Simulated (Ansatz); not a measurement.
Nudged elastic band of CH4AlFO

System: CH4AlFO.
Method: RKS BLYP-D4/def2-SVP (Ansatz 0.2.0).

It belongs to a series of runs on one base structure; here: band between the two ends. Figures and captions count atoms from 1; the log counts them from 0 in places.

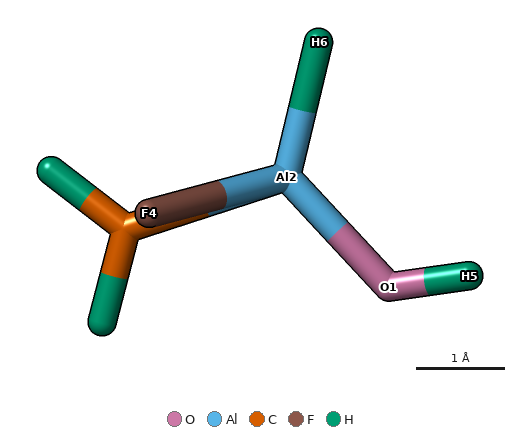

*The structure as given in the input (stick view, seen at a tilt; atoms are numbered from 1 in the order of the input). Sticks mark near contacts.*

**The input**
```yaml
crystal:
  periodic: [false, false, false]
  atoms:
    - { symbol: O, position_ang: [-1.42776, 0.787887, -1.019003] }
    - { symbol: Al, position_ang: [-0.180983, 0.662967, 0.164888] }
    - { symbol: C, position_ang: [0.464341, -1.16006, 0.487918] }
    - { symbol: F, position_ang: [1.372893, -0.379925, -0.53299] }
    - { symbol: H, position_ang: [-1.74311, 1.633845, -1.376652] }
    - { symbol: H, position_ang: [0.351804, 1.899292, 1.001125] }
    - { symbol: H, position_ang: [0.103478, -2.037436, -0.079961] }
    - { symbol: H, position_ang: [1.151438, -1.463669, 1.298975] }
basis:
  gaussian: { orbitals: def2-SVP }
hamiltonian:
  xc: blyp
  dispersion: d4
neb:
  order_check: false
  images: 7
  f_tol: 0.05
  max_iterations: 60
  initial_path: idpp
  final_atoms:
    - { symbol: O, position_ang: [-0.94325345, 1.18293567, -1.28484749] }
    - { symbol: Al, position_ang: [-0.34911485, 0.64417923, 0.2350045] }
    - { symbol: C, position_ang: [0.69938773, -1.04878378, 0.2547342] }
    - { symbol: F, position_ang: [0.82694176, -1.62185394, -1.02632494] }
    - { symbol: H, position_ang: [-1.46592437, 1.98997746, -1.42355419] }
    - { symbol: H, position_ang: [-0.6252018, 1.47103069, 1.5717131] }
    - { symbol: H, position_ang: [0.22877262, -1.79682375, 0.94011404] }
    - { symbol: H, position_ang: [1.72049336, -0.87776057, 0.67746079] }
```

Machine: 1 thread of Arm Neoverse V2, 128 GiB of memory available, shared host.

Launch command:
```bash
ansatz run input.yaml --threads 1 --pin off --max-ram 2048MiB --backend cpu --events-out ev --progress --plain --runs-dir out
```

**Log**
```
Engine: ansatz 0.2.0, aarch64-unknown-linux-gnu
Functional definition: BLYP
  parameter beta = 0.0042
  parameter a = 0.04918
  parameter b = 0.132
  parameter c = 0.2533
  parameter d = 0.349
  exchange = b88_x(beta = beta)
  correlation = lyp_c(a = a, b = b, c = c, d = d)
874 factors; their error is unknown
mean field evaluation 1: about -12445.7112 eV, gradient 7.1e1 eV
mean field evaluation 2: about -12379.7286 eV, gradient 1.7e2 eV
mean field evaluation 4: about -12455.5132 eV, gradient 1.4e1 eV
mean field evaluation 8: about -12455.9897 eV, gradient 6.4e-2 eV
mean field evaluation 16: about -12455.9455 eV, gradient 3.8e-5 eV
mean field -12455.94554158 eV, -457.7475557100 hartree, gradient 3.8e-5 eV, S^2 0.000000; 0 other end points of the search recorded, 0 dependent functions left out
the calculation of the forces begins
reference -12455.94586358 eV, -457.7475675432 hartree; 20, 20 occupied and 60, 60 virtual orbitals, 874 factors
874 factors; their error is unknown
mean field evaluation 32: about -12455.8785 eV, gradient 2.4e-5 eV
mean field -12455.87850598 eV, -457.7450921971 hartree, gradient 2.4e-5 eV, S^2 0.000000; 0 other end points of the search recorded, 0 dependent functions left out
[... from here on the field's lines of each further geometry are left out, up to the last ...]
NEB iter   1: max|band force component| = 1.146e0 eV/Å  barrier→ = 0.2514 eV  barrier← = 0.1740 eV  Δτ_max = 0.0699 Å  (231 SCF iters)
NEB iter   2: max|band force component| = 8.924e-1 eV/Å  barrier→ = 0.1906 eV  barrier← = 0.1132 eV  Δτ_max = 0.2000 Å  (196 SCF iters)
NEB iter   3: max|band force component| = 2.753e0 eV/Å  barrier→ = 0.2580 eV  barrier← = 0.1806 eV  Δτ_max = 0.0991 Å  (211 SCF iters)
NEB iter   4: max|band force component| = 3.407e-1 eV/Å  barrier→ = 0.1192 eV  barrier← = 0.0418 eV  CI = image 3  Δτ_max = 0.1261 Å  (207 SCF iters)
NEB iter   5: max|band force component| = 2.639e-1 eV/Å  barrier→ = 0.1013 eV  barrier← = 0.0240 eV  CI = image 4  Δτ_max = 0.1625 Å  (200 SCF iters)
NEB iter   6: max|band force component| = 1.890e-1 eV/Å  barrier→ = 0.0997 eV  barrier← = 0.0224 eV  CI = image 4  Δτ_max = 0.0596 Å  (198 SCF iters)
NEB iter   7: max|band force component| = 1.178e-1 eV/Å  barrier→ = 0.0990 eV  barrier← = 0.0217 eV  CI = image 4  Δτ_max = 0.0374 Å  (200 SCF iters)
NEB iter   8: max|band force component| = 6.010e-2 eV/Å  barrier→ = 0.0990 eV  barrier← = 0.0216 eV  CI = image 4  Δτ_max = 0.0364 Å  (194 SCF iters)
the calculation of the forces begins
reference -12455.87581573 eV, -457.7449933321 hartree; 20, 20 occupied and 60, 60 virtual orbitals, 874 factors
874 factors; their error is unknown
mean field -12455.85675588 eV, -457.7442928956 hartree, gradient 9.3e-6 eV, S^2 0.000000; 1 other end points of the search recorded, 0 dependent functions left out
the calculation of the forces begins
reference -12455.85706807 eV, -457.7443043684 hartree; 20, 20 occupied and 60, 60 virtual orbitals, 874 factors
NEB iter   9: max|band force component| = 4.082e-2 eV/Å  barrier→ = 0.0990 eV  barrier← = 0.0216 eV  CI = image 4  Δτ_max = 0.0000 Å  (367 SCF iters)
```

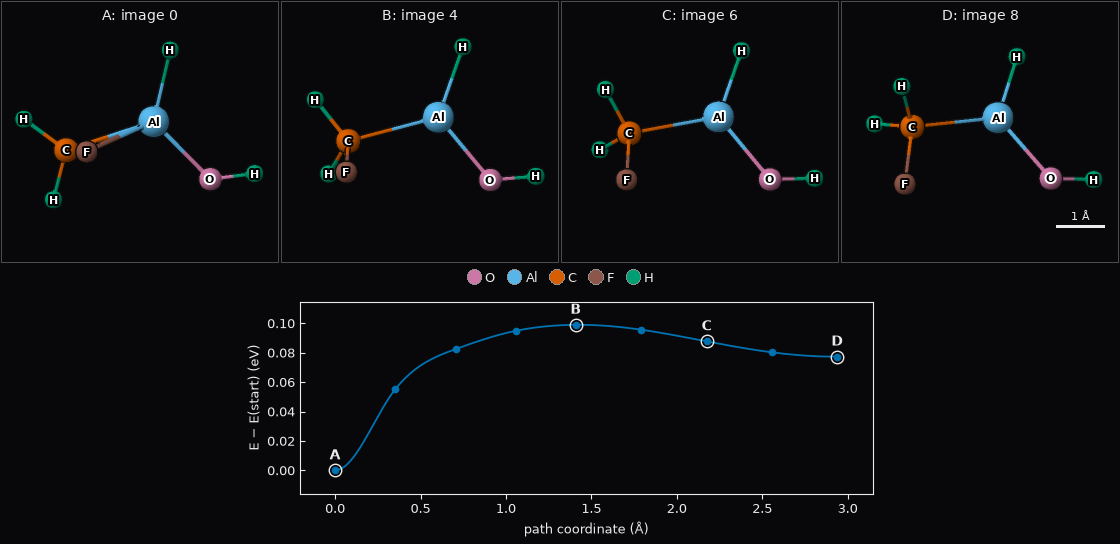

*Images of the last band (counted from 0; ball-and-stick, seen at a tilt) above the energy along the path; the line is a cubic interpolation that uses the forces.*

The highest image is number 4, 0.099 eV above the start and 0.022 eV above the end (the climbing image); the end lies 0.077 eV above the start. The path is 2.94 Å long. The band converged in 9 iterations.

```
Total energy: -12456.10078029 eV, -457.7532606275 hartree
Atom 0 at    -1.025141     1.088920    -1.239977 Å, force    -0.000390     0.002845     0.002765 eV/Å
Atom 1 at    -0.253799     0.703167     0.248144 Å, force     0.000710    -0.002413    -0.000130 eV/Å
Atom 2 at     0.565149    -1.115205     0.302503 Å, force    -0.001814    -0.001073     0.001844 eV/Å
Atom 3 at     1.493704    -1.174408    -0.774211 Å, force     0.001006     0.001188    -0.000562 eV/Å
Atom 4 at    -1.413438     1.952687    -1.456904 Å, force    -0.000448    -0.001206    -0.002839 eV/Å
Atom 5 at    -0.210398     1.758327     1.443988 Å, force     0.000917    -0.000192    -0.000191 eV/Å
Atom 6 at    -0.176291    -1.938094     0.171422 Å, force     0.000924     0.000380     0.000101 eV/Å
Atom 7 at     1.112315    -1.332493     1.249335 Å, force    -0.000905     0.000473    -0.000988 eV/Å
Dipole moment:    -0.277645     0.218703     0.256888 e Å
this run last wrote the band of iteration 9 to [file]
```

**The last band as extended XYZ (Å, eV, eV/Å)**
```
8
Properties=species:S:1:pos:R:3:forces:R:3 image=0 energy=-12456.19948
O    -1.4278    0.7879   -1.0190    0.0036   0.0008   0.0025
Al   -0.1810    0.6630    0.1649    0.0003  -0.0032  -0.0006
C     0.4643   -1.1601    0.4879   -0.0024   0.0055  -0.0011
F     1.3729   -0.3799   -0.5330   -0.0081  -0.0076   0.0072
H    -1.7431    1.6338   -1.3767    0.0000  -0.0013  -0.0012
H     0.3518    1.8993    1.0011   -0.0001   0.0012   0.0002
H     0.1035   -2.0374   -0.0800    0.0026   0.0020  -0.0045
H     1.1514   -1.4637    1.2990    0.0042   0.0025  -0.0025
8
Properties=species:S:1:pos:R:3:forces:R:3 image=1 energy=-12456.14425
O    -1.3698    0.8430   -1.0837    0.0084   0.0011   0.0385
Al   -0.2357    0.6700    0.2030   -0.0020  -0.0058  -0.0408
C     0.5177   -1.1270    0.4167   -0.0468  -0.0070   0.0307
F     1.5173   -0.6230   -0.5618   -0.0345   0.0962   0.0326
H    -1.6787    1.7079   -1.4018    0.0037  -0.0164  -0.0123
H     0.2347    1.9083    1.0800    0.0481  -0.0094  -0.0299
H     0.0304   -2.0129   -0.0342    0.0153  -0.0301  -0.0300
H     1.0763   -1.4234    1.3260    0.0078  -0.0286   0.0111
8
Properties=species:S:1:pos:R:3:forces:R:3 image=2 energy=-12456.11703
O    -1.2967    0.9089   -1.1348    0.0110   0.0203   0.0460
Al   -0.2563    0.6946    0.2223   -0.0036  -0.0137  -0.0276
C     0.5621   -1.1065    0.3548   -0.0085  -0.0090  -0.0142
F     1.6299   -0.8835   -0.5935   -0.0059   0.0225   0.0288
H    -1.6345    1.7778   -1.4112   -0.0106  -0.0226  -0.0133
H     0.1075    1.9104    1.1839    0.0202   0.0025  -0.0115
H    -0.0443   -1.9671   -0.0025    0.0101   0.0058  -0.0100
H     1.0244   -1.3917    1.3253   -0.0128  -0.0057   0.0017
8
Properties=species:S:1:pos:R:3:forces:R:3 image=3 energy=-12456.10456
O    -1.1727    0.9918   -1.1913    0.0115   0.0189   0.0192
Al   -0.2503    0.7061    0.2341   -0.0034  -0.0184  -0.0113
C     0.5746   -1.1057    0.3214   -0.0303  -0.0038   0.0281
F     1.5919   -1.0615   -0.6811    0.0218   0.0159  -0.0119
H    -1.5375    1.8585   -1.4372   -0.0116  -0.0138  -0.0080
H    -0.0523    1.8515    1.3253    0.0132   0.0054  -0.0067
H    -0.1190   -1.9429    0.0792    0.0019  -0.0007  -0.0093
H     1.0574   -1.3548    1.2940   -0.0031  -0.0036   0.0000
8
Properties=species:S:1:pos:R:3:forces:R:3 image=4 energy=-12456.10047
O    -1.0251    1.0889   -1.2400   -0.0004   0.0028   0.0028
Al   -0.2538    0.7032    0.2481    0.0007  -0.0024  -0.0001
C     0.5651   -1.1152    0.3025   -0.0018  -0.0011   0.0018
F     1.4937   -1.1744   -0.7742    0.0010   0.0012  -0.0006
H    -1.4134    1.9527   -1.4569   -0.0004  -0.0012  -0.0028
H    -0.2104    1.7583    1.4440    0.0009  -0.0002  -0.0002
H    -0.1763   -1.9381    0.1714    0.0009   0.0004   0.0001
H     1.1123   -1.3325    1.2493   -0.0009   0.0005  -0.0010
8
Properties=species:S:1:pos:R:3:forces:R:3 image=5 energy=-12456.10380
O    -0.8674    1.1994   -1.2736    0.0048   0.0053   0.0025
Al   -0.2629    0.6943    0.2548   -0.0005  -0.0048  -0.0024
C     0.5516   -1.1273    0.2805   -0.0005   0.0054   0.0029
F     1.3706   -1.2878   -0.8642   -0.0023  -0.0054  -0.0087
H    -1.2652    2.0669   -1.4555    0.0019   0.0008  -0.0029
H    -0.3848    1.6381    1.5361   -0.0074  -0.0037   0.0026
H    -0.2220   -1.9328    0.2761   -0.0013  -0.0007   0.0075
H     1.1722   -1.3080    1.1900    0.0053   0.0030  -0.0015
8
Properties=species:S:1:pos:R:3:forces:R:3 image=6 energy=-12456.11172
O    -0.7021    1.3158   -1.2824    0.0055   0.0043  -0.0016
Al   -0.2779    0.6808    0.2574   -0.0010  -0.0035  -0.0002
C     0.5291   -1.1426    0.2580    0.0017   0.0037  -0.0008
F     1.2306   -1.3874   -0.9432   -0.0073  -0.0061  -0.0049
H    -1.1002    2.1886   -1.4353    0.0033   0.0031  -0.0007
H    -0.5586    1.5070    1.5940   -0.0097  -0.0057   0.0016
H    -0.2553   -1.9302    0.3780    0.0002  -0.0002   0.0098
H     1.2263   -1.2892    1.1178    0.0072   0.0045  -0.0032
8
Properties=species:S:1:pos:R:3:forces:R:3 image=7 energy=-12456.11917
O    -0.5322    1.4301   -1.2630    0.0039   0.0021  -0.0004
Al   -0.3000    0.6639    0.2576   -0.0012  -0.0016  -0.0006
C     0.4981   -1.1612    0.2329    0.0001   0.0010  -0.0008
F     1.0775   -1.4725   -1.0140   -0.0057  -0.0034  -0.0022
H    -0.9161    2.3135   -1.3894    0.0027   0.0021   0.0005
H    -0.7329    1.3775    1.6184   -0.0065  -0.0037  -0.0002
H    -0.2752   -1.9333    0.4716    0.0018   0.0003   0.0065
H     1.2729   -1.2752    1.0301    0.0048   0.0031  -0.0027
8
Properties=species:S:1:pos:R:3:forces:R:3 image=8 energy=-12456.12211
O    -0.4535    1.4906   -1.2323   -0.0018  -0.0023   0.0006
Al   -0.3105    0.6538    0.2619    0.0085   0.0027  -0.0099
C     0.4795   -1.1735    0.2103   -0.0051  -0.0003  -0.0028
F     0.8337   -1.5739   -1.0935   -0.0028   0.0024   0.0129
H    -0.8214    2.3836   -1.3369    0.0002   0.0007  -0.0007
H    -0.7887    1.3185    1.6317   -0.0032  -0.0006   0.0072
H    -0.2314   -1.9234    0.6382    0.0053  -0.0014  -0.0039
H     1.3843   -1.2328    0.8649   -0.0011  -0.0012  -0.0034
```

**Results in brief**

- outcome: converged
- barrier, forward: 0.099 eV
- barrier, backward: 0.022 eV
- wall time: 2.3 min
- peak memory: 0.14 GiB

**Remarks**

The order of the saddle point was not checked.
